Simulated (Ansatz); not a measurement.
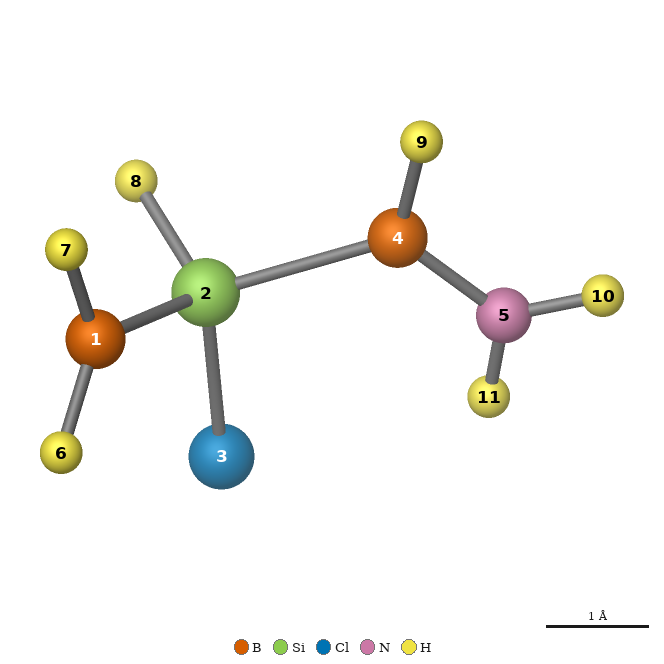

The view is orthographic, and the bar gives the scale. The computed structure is the end point of a PBE0-D4/def2-TZVP optimisation. No frequency run is at hand to confirm it as a minimum.

Write Cartesian coordinates in Å in the frame of the picture: x to the right, y up, z towards the viewer, origin at the mean of the atomic positions.

```xyz
11
B2ClH6NSi
B   -1.92  -0.33   1.15
Si  -0.84   0.13  -0.47
Cl  -0.68  -1.48  -1.80
B    1.05   0.66   0.04
N    2.09  -0.10  -0.45
H   -2.25  -1.44   1.42
H   -2.20   0.55   1.91
H   -1.52   1.22  -1.22
H    1.28   1.60   0.74
H    3.06   0.10  -0.26
H    1.94  -0.90  -1.06
```
